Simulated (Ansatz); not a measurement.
# C₃H₁₂GaNOSi: how energies converge with the basis set

Aim: see how fast density functionals converge with the basis set for C₃H₁₂GaNOSi.

Method: one geometry, several basis sets; program: Ansatz 0.2.0, Gaussian basis.

The runs, in order: PBE0-D4/def2-SVP; ωB97M-V/def2-SVP; PBE0-D4/def2-QZVPP; ωB97M-V/def2-QZVPP; the functionals' def2-TZVPP values are taken from earlier runs.

1 further run of the same task is left out (it didn't finish).

### 1 The relaxed structure

An earlier PBE0-D4 in a triple-zeta def2 set relaxation fixed the geometry.

SMILES `CNCCO[SiH2][GaH2]`, 19 atoms, charge 0, spin multiplicity 1.

Atoms are counted from 1 here; the program's logs count them from 0.

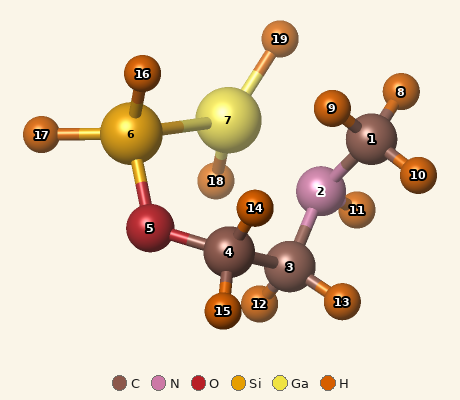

The structure; carbon brown, nitrogen pink, oxygen red, silicon amber, gallium yellow, hydrogen orange; atoms are numbered from 1 in the order of the file.

### 2 PBE0-D4 in def2-SVP

Contents of in.yaml:

```yaml
crystal:
  periodic: [false, false, false]
  atoms:
    - {symbol: C, position_ang: [-1.857462, -0.421509, 0.215392]}
    - {symbol: N, position_ang: [-0.535993, -0.996913, -0.044725]}
    - {symbol: C, position_ang: [0.061023, -0.549224, -1.319171]}
    - {symbol: C, position_ang: [0.395472, 0.931394, -1.396257]}
    - {symbol: O, position_ang: [1.519442, 1.311819, -0.660439]}
    - {symbol: Si, position_ang: [1.501770, 1.373276, 1.019221]}
    - {symbol: Ga, position_ang: [0.764772, -0.824202, 1.671133]}
    - {symbol: H, position_ang: [-2.305184, -0.933302, 1.065900]}
    - {symbol: H, position_ang: [-1.759122, 0.631574, 0.478086]}
    - {symbol: H, position_ang: [-2.514737, -0.510003, -0.656700]}
    - {symbol: H, position_ang: [-0.639131, -2.004534, -0.107153]}
    - {symbol: H, position_ang: [0.979147, -1.121867, -1.469839]}
    - {symbol: H, position_ang: [-0.630154, -0.783157, -2.140309]}
    - {symbol: H, position_ang: [-0.483086, 1.535800, -1.124895]}
    - {symbol: H, position_ang: [0.602409, 1.147637, -2.449711]}
    - {symbol: H, position_ang: [0.587289, 2.501302, 1.405223]}
    - {symbol: H, position_ang: [2.877566, 1.808062, 1.383382]}
    - {symbol: H, position_ang: [1.737879, -2.025129, 1.318261]}
    - {symbol: H, position_ang: [-0.301901, -1.071014, 2.812592]}
basis:
  gaussian: {orbitals: def2-SVP}
hamiltonian: {xc: pbe0, dispersion: d4}
output: {orbitals: {seedname: orbitals}}
```

The run is started by

```console
$ ansatz run in.yaml --threads 2 --pin off --events-out ev --progress --plain --max-ram 32768MiB --backend cpu
```

The log of the run:

```text
Functional definition: PBE0
  name "PBE0"
  cite "Adamo & Barone, J. Chem. Phys. 110, 6158 (1999) doi:10.1063/1.478522"
  cite "Perdew, Burke & Ernzerhof, Phys. Rev. Lett. 77, 3865 (1996) doi:10.1103/PhysRevLett.77.3865"
  parent pbe
  parameter a = 0.25
  parameter kappa = 0.804
  parameter beta = 0.06672455060314922
  exchange = (1 - a)*pbe_x(kappa = kappa, mu = beta*pi^2/3) + a*exact_x
  correlation = pbe_c(beta = beta)
2070 factors; their error is unknown
mean field evaluation 1: about -67061.0963 eV, gradient 5.6e1 eV
mean field evaluation 2: about -67055.2488 eV, gradient 7.9e1 eV
mean field evaluation 4: about -67067.6883 eV, gradient 3.7e0 eV
mean field evaluation 8: about -67067.7091 eV, gradient 5.7e-2 eV
mean field evaluation 16: about -67067.9045 eV, gradient 9.1e-5 eV
mean field -67067.90452962 eV, -2464.7000312051 hartree, gradient 1.9e-5 eV, S^2 0.000000; 0 other end points of the search recorded, 0 dependent functions left out
reference -67067.90456559 eV, -2464.7000325270 hartree; 45, 45 occupied and 135, 135 virtual orbitals, 2070 factors
Total energy: -67068.39415208 eV, -2464.7180244988 hartree
```

It took 7.5 s on 2 threads of AMD EPYC 7R13, shared host; peak memory 0.81 GiB.

### 3 ωB97M-V in def2-SVP

in.yaml, as its differences from that of step 2:

```diff
@@ -24,3 +24,3 @@
   gaussian: {orbitals: def2-SVP}
-hamiltonian: {xc: pbe0, dispersion: d4}
+hamiltonian: {xc: {name: wB97M-V}}
 output: {orbitals: {seedname: orbitals}}
```

Same command.

The log of the run (excerpt; [...] marks lines left out):

```text
Functional definition: wB97M-V
  name "wB97M-V"
  cite "Mardirossian & Head-Gordon, J. Chem. Phys. 144, 214110 (2016) doi:10.1063/1.4952647"
  cite "Becke, J. Chem. Phys. 107, 8554 (1997) doi:10.1063/1.475007"
  cite "Vydrov & Van Voorhis, J. Chem. Phys. 133, 244103 (2010) doi:10.1063/1.3521275"
  # Of w^i u^j: cxij and so on, Table III.
[...]
  gx(w, u) = 1 - cx + cx01*u + cx10*w
  gss(w, u) = css00 + css04*u^4 + css10*w + css20*w^2 + css43*w^4*u^3
  gos(w, u) = cos00 + cos10*w + (cos20 + cos21*u)*w^2 + (cos60 + cos61*u)*w^6
[...]
      + integral(e_c_pw_mod_opposite_spin*gos(b97_w_opposite, b97_u_opposite)) + vv10(b, c)
2063 factors; their error is unknown
533 factors; integrals over basis functions are off by at most 6.0e-6 eV
[...]
mean field -67079.14923246 eV, -2465.1132664127 hartree, gradient 2.7e-5 eV, S^2 0.000000; 0 other end points of the search recorded, 0 dependent functions left out
reference -67079.14929020 eV, -2465.1132685345 hartree; 45, 45 occupied and 135, 135 virtual orbitals, 2063 factors
Total energy: -67079.14929020 eV, -2465.1132685345 hartree
```

It took 22 s on 2 threads of AMD EPYC 7R13, shared host; peak memory 1 GiB.

### 4 PBE0-D4 in def2-QZVPP

in.yaml, as its differences from that of step 3:

```diff
@@ -23,4 +23,4 @@
 basis:
-  gaussian: {orbitals: def2-SVP}
-hamiltonian: {xc: {name: wB97M-V}}
+  gaussian: {orbitals: "def2-QZVPP.json"}
+hamiltonian: {xc: pbe0, dispersion: d4}
 output: {orbitals: {seedname: orbitals}}
```

The run is started by

```console
$ ansatz run in.yaml --threads 2 --pin off --events-out ev --progress --plain --max-ram 32768MiB --backend cuda --devices 0, --max-vram 18GiB
```

The log of the run:

```text
Functional definition: PBE0
  name "PBE0"
  cite "Adamo & Barone, J. Chem. Phys. 110, 6158 (1999) doi:10.1063/1.478522"
  cite "Perdew, Burke & Ernzerhof, Phys. Rev. Lett. 77, 3865 (1996) doi:10.1103/PhysRevLett.77.3865"
  parent pbe
  parameter a = 0.25
  parameter kappa = 0.804
  parameter beta = 0.06672455060314922
  exchange = (1 - a)*pbe_x(kappa = kappa, mu = beta*pi^2/3) + a*exact_x
  correlation = pbe_c(beta = beta)
2591 factors; their error is unknown
mean field evaluation 1: about -67075.8785 eV, gradient 7.4e1 eV
mean field evaluation 2: about -67061.4521 eV, gradient 1.1e2 eV
mean field evaluation 4: about -67086.6935 eV, gradient 6.5e0 eV
mean field evaluation 8: about -67086.7663 eV, gradient 2.5e-1 eV
mean field evaluation 16: about -67086.9186 eV, gradient 1.1e-4 eV
mean field -67086.91861013 eV, -2465.3987857755 hartree, gradient 2.9e-5 eV, S^2 0.000000; 0 other end points of the search recorded, 0 dependent functions left out
reference -67086.91866431 eV, -2465.3987877669 hartree; 45, 45 occupied and 759, 759 virtual orbitals, 2591 factors
Total energy: -67087.40825081 eV, -2465.4167797387 hartree
```

Run time: 12 s. Hardware: 1 × H100 (card shared with other runs) with 2 threads of AMD EPYC 7R13, shared host; peak host memory 1.4 GiB.

### 5 ωB97M-V in def2-QZVPP

in.yaml, as its differences from that of step 4:

```diff
@@ -24,3 +24,3 @@
   gaussian: {orbitals: "def2-QZVPP.json"}
-hamiltonian: {xc: pbe0, dispersion: d4}
+hamiltonian: {xc: {name: wB97M-V}}
 output: {orbitals: {seedname: orbitals}}
```

Launched as before.

The log of the run (excerpt; [...] marks lines left out):

```text
Functional definition: wB97M-V
  name "wB97M-V"
  cite "Mardirossian & Head-Gordon, J. Chem. Phys. 144, 214110 (2016) doi:10.1063/1.4952647"
  cite "Becke, J. Chem. Phys. 107, 8554 (1997) doi:10.1063/1.475007"
  cite "Vydrov & Van Voorhis, J. Chem. Phys. 133, 244103 (2010) doi:10.1063/1.3521275"
  # Of w^i u^j: cxij and so on, Table III.
[...]
  gx(w, u) = 1 - cx + cx01*u + cx10*w
  gss(w, u) = css00 + css04*u^4 + css10*w + css20*w^2 + css43*w^4*u^3
  gos(w, u) = cos00 + cos10*w + (cos20 + cos21*u)*w^2 + (cos60 + cos61*u)*w^6
[...]
      + integral(e_c_pw_mod_opposite_spin*gos(b97_w_opposite, b97_u_opposite)) + vv10(b, c)
2566 factors; their error is unknown
655 factors; integrals over basis functions are off by at most 5.8e-6 eV
[...]
mean field -67098.43582389 eV, -2465.8220355746 hartree, gradient 3.3e-5 eV, S^2 0.000000; 0 other end points of the search recorded, 0 dependent functions left out
reference -67098.43590974 eV, -2465.8220387297 hartree; 45, 45 occupied and 759, 759 virtual orbitals, 2566 factors
Total energy: -67098.43590974 eV, -2465.8220387297 hartree
```

Wall time 12 s (1 × H100 (card shared with other runs) with 2 threads of AMD EPYC 7R13, shared host); peak host memory 1.5 GiB.

### 6 Functionals by basis

The def2-TZVPP values come from earlier runs at the same geometry.

| functional | basis | functions | energy (eV) | from the largest (eV) | HOMO (eV) | LUMO (eV) |
| --- | --- | --- | --- | --- | --- | --- |
| PBE0-D4 | def2-SVP | 180 | -67068.3942 | 19.014 | -6.32 | 0.02 |
| PBE0-D4 | def2-TZVPP | 413 | -67085.5740 | 1.834 | -6.37 | -0.25 |
| PBE0-D4 | def2-QZVPP | 804 | -67087.4083 | 0.000 | -6.39 | -0.41 |
| ωB97M-V | def2-SVP | 180 | -67079.1493 | 19.287 | -8.36 | 1.75 |
| ωB97M-V | def2-TZVPP | 413 | -67096.6612 | 1.775 | -8.44 | 1.36 |
| ωB97M-V | def2-QZVPP | 804 | -67098.4359 | 0.000 | -8.46 | 0.90 |

### 7 Summary of results

| quantity | value |
| --- | --- |
| PBE0-D4: double and triple zeta above quadruple | 19.01, 1.83 eV |
| ωB97M-V: double and triple zeta above quadruple | 19.29, 1.77 eV |

What this shows: PBE0-D4 gains 17.18 eV from double to triple zeta, then 1.83 eV more. Total energies overstate the basis error of differences, where much of it tends to cancel. The LUMO of ωB97M-V is positive and keeps falling with the basis (1.75 to 0.90 eV): an unbound level that the basis holds in place.
